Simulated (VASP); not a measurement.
Band structure of FeGe (B20). Method: PBEsol GGA, VASP's PBE PAW potentials (set 64) (plane waves; VASP).

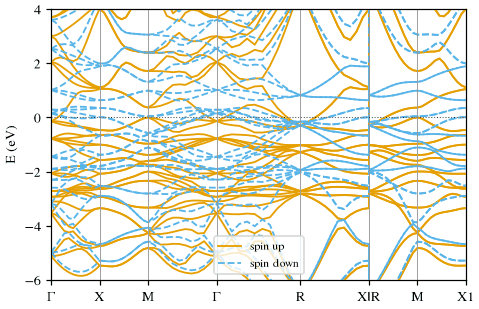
Bands along high-symmetry lines, zero at the valence-band maximum or, without a gap, the Fermi level

Read the plot: is there a gap, and where are the band edges?

It has no gap at this level: it comes out as a metal or semimetal. (Edges off the drawn lines would not show.)

The compound is FeGe in the B20 structure. It was relaxed first, which changed the volume by -7 %.
